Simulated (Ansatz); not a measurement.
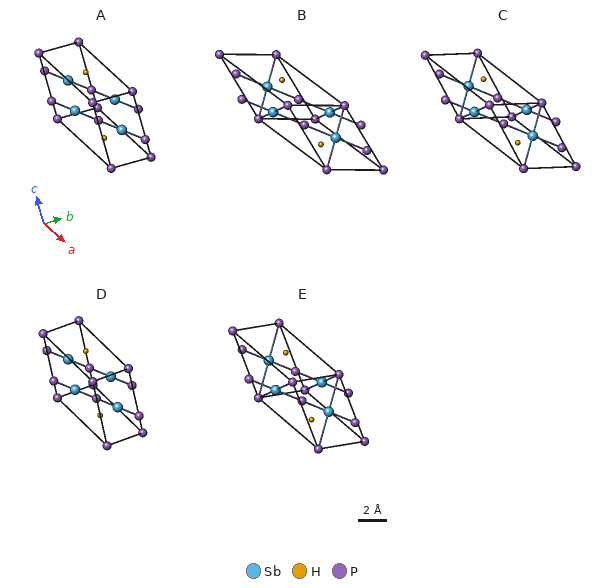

5 geometries from one relaxation of crystalline Sb$_{2}$P$_{3}$H (a generated structure, set up in I4/mmm) (coarse preliminary run), in shuffled order. Style: ball-and-stick. Shown: the cell of the calculation, slightly off an axis.

The calculation used DFT PBE, scalar-relativistic, plane waves, PAW (Ansatz 0.2.0). Settings: plane-wave cutoff 420 eV; k-point mesh 4 × 4 × 4; occupations gaussian; smearing width 0.1 eV; no spin polarisation; cell and atoms relaxed; force threshold 0.04 eV/Å; at most 70 steps.

Q: Order the frames from highest to lowest energy.

A: D, A, E, C, B. They are steps 0, 2, 5, 8, 15, at +4211 meV per atom, +1952 meV per atom, +541 meV per atom, +143 meV per atom relative to the last. After 13 accepted moves (15 points after the start) the energy has fallen by 4211 meV per atom. All forces vanish by symmetry, so only the cell relaxes. Pressure: 71.55 GPa at the start and −0.30 GPa at the end. The SCF was repeated twice at an unchanged geometry on a basis and grid sized afresh for the cell, which shifted the energy by 95.0 meV per atom at most. No atom moves by more than 0.005 Å relative to the cell. The volume changes by +1.5 %, with a = b = c 5.631 → 6.364 Å (+13.0 %), α 113.7° → 132.5°, β 113.7° → 132.5°, γ 101.3° → 69.4°. Among the contacts that change: P–Sb 1.784 → 2.615 Å, P–Sb 3.080 → 2.563 Å. New bonds form: P–Sb (3.08 → 2.56 Å). The space group stays I4/mmm (No. 139). Cost: 110 s on 1 thread of Arm Neoverse N1, on a shared host, peak memory 0.41 GiB.
